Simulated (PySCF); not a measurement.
NMR shielding calculation, with input and output: C2H10OSi2

C2H10OSi2, computed with GIAO PBE0/pcSseg-2 NMR shielding, non-relativistic, gas phase (PySCF 2.14.0).

The geometry comes from this level: PBE0-D3(BJ)/def2-TZVP. Figures and captions count atoms from 1; the log counts them from 0 in places.

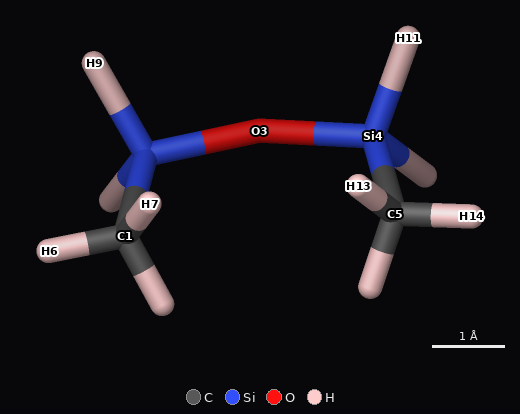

*The input geometry (stick view, seen at a tilt; atoms are numbered from 1 in the order of the input).*

Bond lengths as drawn: C–H 1.09 Å, C–Si 1.86 Å, H–Si 1.49 Å and O–Si 1.63 Å.

### Input
```
{"job": {"kind": "nmr", "xc": "PBE0", "basis": "pcSseg-2"}, "charge": 0, "multiplicity": 1}
C     -1.821251    -1.038624    -0.032530
Si    -1.665397     0.812310     0.100089
O     -0.103528     1.282365     0.096737
Si     1.512237     1.066679     0.038282
C      1.959654    -0.735927    -0.098576
H     -2.875827    -1.327604    -0.028448
H     -1.331759    -1.537953     0.806955
H     -1.374391    -1.407718    -0.958746
H     -2.293860     1.285489     1.362421
H     -2.352760     1.462807    -1.047467
H      2.106078     1.643386     1.274077
H      2.041623     1.808861    -1.137093
H      1.595289    -1.302764     0.761451
H      3.046740    -0.847841    -0.139679
H      1.541555    -1.180501    -1.004841
```

The first line tells a small driver script what to run in PySCF; the rest is the geometry in Å.

Launched with:
```bash
OMP_NUM_THREADS=2 python <driver script> task.json out
```

### Output
```
coarse grid: 12712 points
cycle   1  E = -736.0701991055  dE =  1.820e-01  |g| = 8.517e-01  |ddm| = 2.595e+00
cycle   2  E = -735.8710701118  dE =  1.991e-01  |g| = 1.318e+00  |ddm| = 1.235e+00
cycle   3  E = -736.1999783228  dE = -3.289e-01  |g| = 1.573e-01  |ddm| = 8.912e-01
cycle   4  E = -736.2046561796  dE = -4.678e-03  |g| = 4.610e-02  |ddm| = 1.076e-01
cycle   5  E = -736.2051730886  dE = -5.169e-04  |g| = 7.867e-03  |ddm| = 3.311e-02
cycle   6  E = -736.2051864276  dE = -1.334e-05  |g| = 1.098e-03  |ddm| = 7.090e-03
cycle   7  E = -736.2051867304  dE = -3.028e-07  |g| = 2.328e-04  |ddm| = 1.191e-03
final grid: 111200 points
cycle   8  E = -736.2108391941  dE = -7.902e-05  |g| = 7.837e-03  |ddm| = 3.843e-02
cycle   9  E = -736.2108270459  dE =  1.215e-05  |g| = 1.104e-02  |ddm| = 9.505e-03
cycle  10  E = -736.2108519533  dE = -2.491e-05  |g| = 1.201e-03  |ddm| = 5.782e-03
cycle  11  E = -736.2108522029  dE = -2.496e-07  |g| = 2.925e-04  |ddm| = 7.614e-04
cycle  12  E = -736.2108522215  dE = -1.862e-08  |g| = 3.859e-05  |ddm| = 1.935e-04
cycle  13  E = -736.2108522218  dE = -2.715e-10  |g| = 4.515e-06  |ddm| = 3.240e-05
```

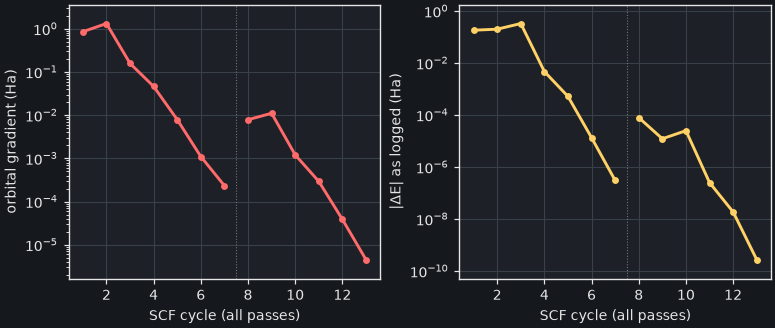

*Convergence of the self-consistent field: orbital gradient and size of the energy change against the SCF cycle. The dotted line marks the change from a coarse to the final integration grid.*

The first 7 cycles use a coarse grid, the final grid takes over at cycle 8, and the field converges after 13 cycles in all.

```
converged SCF energy = -736.2108522218

GIAO shielding tensors (ppm)
atom      isotropic    diamagn.    paramagn.     s11        s22        s33       span
  0 C      185.320     248.532     -63.212    172.091    187.310    196.559     24.467
  1 Si     363.683     877.418    -513.736    310.752    359.097    421.199    110.447
  2 O      290.304     398.444    -108.140    241.109    296.279    333.524     92.414
  3 Si     363.736     877.417    -513.682    310.702    359.229    421.277    110.575
  4 C      185.279     248.470     -63.191    172.020    187.318    196.499     24.479
  5 H       31.552      28.958       2.594     27.609     27.860     39.187     11.578
  6 H       31.096      32.739      -1.643     27.380     29.692     36.216      8.837
  7 H       31.095      32.738      -1.643     27.379     29.690     36.215      8.836
  8 H       26.249      28.919      -2.671     22.862     24.806     31.079      8.217
  9 H       26.248      28.917      -2.669     22.861     24.806     31.077      8.216
 10 H       26.249      28.917      -2.669     22.856     24.812     31.078      8.222
 11 H       26.249      28.928      -2.679     22.856     24.814     31.076      8.219
 12 H       31.088      32.696      -1.608     27.381     29.664     36.220      8.839
 13 H       31.555      28.949       2.606     27.617     27.868     39.180     11.563
 14 H       31.094      32.735      -1.641     27.373     29.695     36.213      8.840
```

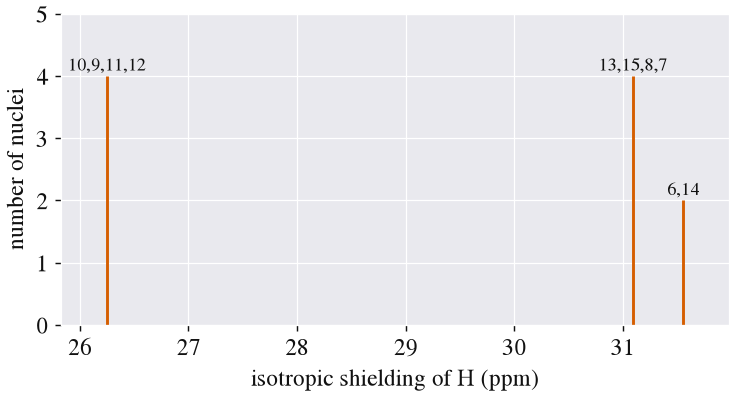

*Isotropic shieldings of the hydrogen nuclei in this fixed geometry, labelled by atom number; shielding grows to the right, so chemical shift grows to the left.*

The least shielded is H10 (26.2 ppm), the most shielded H14 (31.6 ppm).

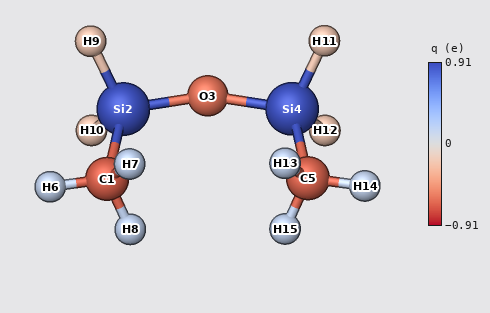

*ESP-fitted charges, as the colour of each atom (ball-and-stick view, seen at a tilt; atoms are numbered from 1 in the order of the input).*

By element: C −0.67 to −0.65, Si +0.87, O −0.60 and H −0.19 to +0.17 e.

### Summary

```tsv
quantity	value
outcome	converged
total energy	−736.210852 hartree
HOMO	−8.31 eV
LUMO	0.36 eV
dipole moment	1.69 D
isotropic shielding, C	185.3 ppm
isotropic shielding, Si	363.7 to 363.7 ppm
isotropic shielding, O	290.3 ppm
isotropic shielding, H	26.2 to 31.6 ppm
hardware	2 CPU threads, shared host
wall time	2.2 min (CPU time 3.6 min)
peak memory	2.3 GiB
```
